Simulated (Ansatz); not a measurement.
Base system: BeS in the zinc blende structure (space group F-43m, No. 216; a = 4.838 Å).

Perturbation: an isotropic linear strain of +2.00 %, atoms relaxed at fixed cell.

Level of theory: PBEsol/PAW in Ansatz (an electronic-structure program), no spin-orbit coupling.

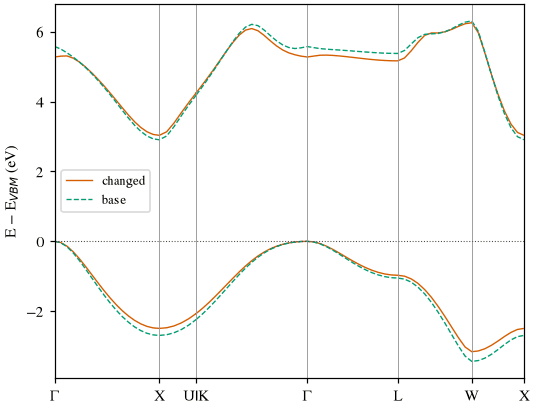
Figure: Highest valence and lowest conduction band along the path, each from its own valence-band maximum

The gap is 3.04 eV, indirect, Γ → X; the base has 2.91 eV.

No phonon test of stability was made.
